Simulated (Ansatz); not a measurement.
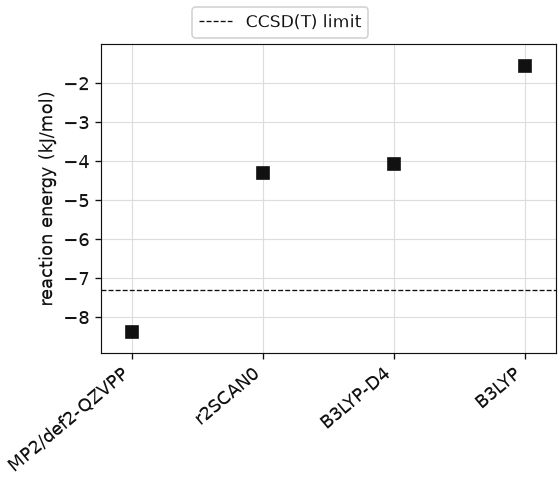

Electronic reaction energy of BSbH₄O (O[BH][SbH2]) + NH₃ (N) → BSbNH₅ (N[BH][SbH2]) + H₂O (O) (SMILES in brackets) at several levels (functionals in def2-TZVPP unless a basis is named), isolated molecules at PBE0-D4 triple-zeta geometries, minima by their frequencies, no zero-point or thermal terms, the Ansatz code. The line is frozen-core CCSD(T) at the basis limit (MP2 extrapolated from triple and quadruple zeta, plus CCSD(T) less MP2 in a smaller set). No dispersion term is added to r2SCAN0 and B3LYP. The distance of MP2/def2-QZVPP to the limit includes basis error. Core potentials past Kr.

What do zero-point energy and temperature add?

Zero-point change −0.8 kJ/mol; at 298.15 K and 1 bar the CCSD(T) limit plus thermal terms gives an enthalpy of reaction of −7.7 and a free energy of −7.2 kJ/mol (harmonic PBE0-D4 modes, ideal gas).

Which level comes closest to the line (CCSD(T) limit), and which misses most?

Closest MP2/def2-QZVPP (−8.4 kJ/mol), against −7.3 kJ/mol; farthest B3LYP (−1.6 kJ/mol).

Known limits of this run: outer-core shells are correlated without core-valence functions, which makes the correlated values less sure; spin-orbit coupling is left out, and with Sb it can shift these values.
